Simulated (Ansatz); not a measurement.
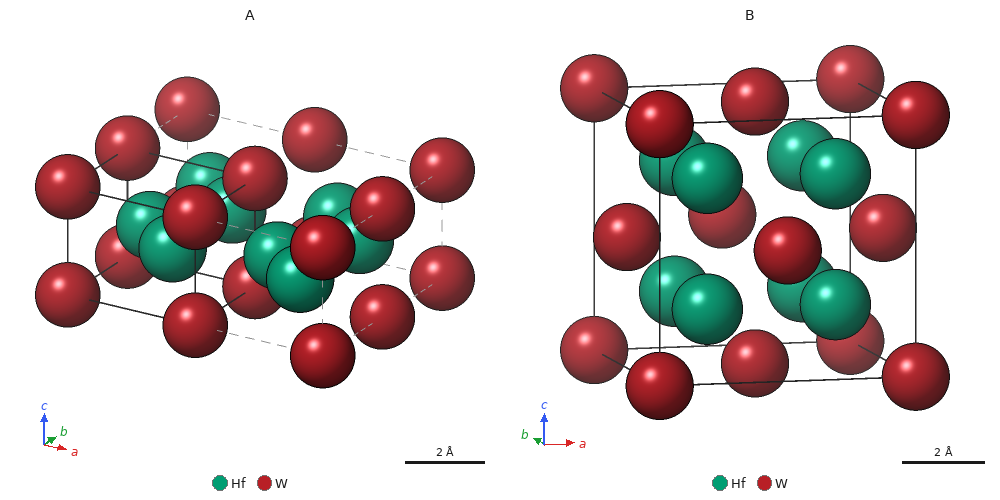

Two structures of Hf₂W, each relaxed to rest (conventional cells in solid outline, small ones repeated, not to one scale). Method: DFT PBE, scalar-relativistic, plane waves, PAW in Ansatz 0.2.0, without spin polarisation.

> State the structure in each panel.

A: AlB₂ type, P6/mmm. B: antifluorite, Fm-3m.

> Which of the two does the method prefer?

A is lower, by 188 meV/atom at this level of theory (energies at zero smearing). Volumes: A 19.4, B 22.7 Å³/atom.

One or both may be structure types tried for this composition rather than known phases.
